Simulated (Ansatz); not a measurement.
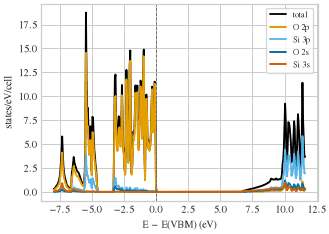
*Total and projected density of states of SiO2 in space group P3_221 (No. 154; Si on 3a, O on 6c), r²SCAN (plane waves, PAW; program Ansatz)*

Problem. Which orbitals carry the states next to the gap?

Solution. Top 1 eV of the valence band: O 2p 97 %. Bottom 1 eV of the conduction band: Si 3s 44 %, O 2s 21 %, Si 3p 14 %, O 2p 5 %, outside the projected shells 15 %. Projections are on Löwdin-orthogonalised atomic valence shells; empty p or d shells of many metals are not among them.

Problem. Where is the tallest occupied peak in this window, and what makes it?

Solution. Near -5.5 eV, about 19 states/eV per cell; the largest projected share is O 2p.

The r²SCAN relaxation kept the symmetry of its start.

Potentials: the later of the program's two PAW sets.
